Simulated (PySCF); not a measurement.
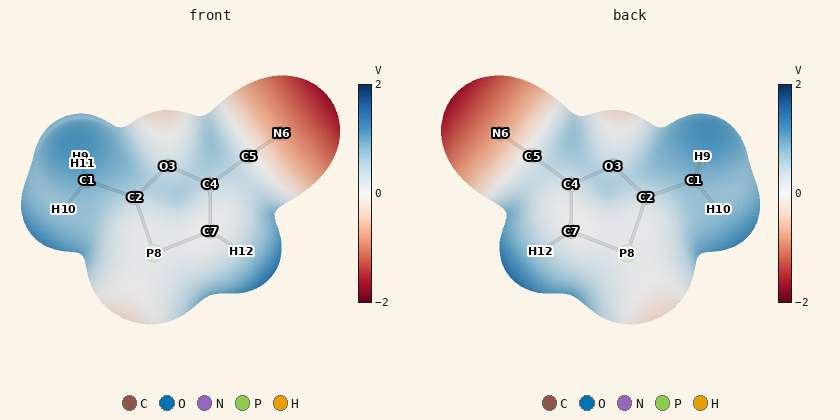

Figure 1: C$_{5}$H$_{4}$NOP. The electrostatic potential painted on the density surface at 0.002 e/bohr³, seen from the front and from behind; the colour scale runs from red (negative) to blue (positive).

Geometry: GFN2-xTB.

Computed with PBE0/def2-SVPD, SCF density, gas phase (PySCF 2.14.0).

```xyz
12

C    -2.2440    0.0330   -0.0480
C    -0.7933   -0.2955   -0.0876
O     0.0503    0.7128    0.1473
C     1.3309    0.3071    0.0943
C     2.3547    1.2441    0.3176
N     3.2172    1.9796    0.4929
C     1.5007   -1.0246   -0.1836
P    -0.0508   -1.8249   -0.3939
H    -2.4785    0.8105   -0.7753
H    -2.8293   -0.8551   -0.2687
H    -2.5200    0.4083    0.9377
H     2.4633   -1.4959   -0.2587
```

Which sites attract a positive test charge, and which a negative one?

A positive charge is drawn to the negative regions and a negative charge to the positive ones. The most negative region (about −1.7 V, or −39 kcal/mol for a unit charge) lies over N6, the most positive (about +1.4 V, or +32 kcal/mol for a unit charge) over H12. N6 is the likeliest acceptor of a hydrogen bond.

What dipole moment does the calculation give?

Its dipole moment is 3.93 D.
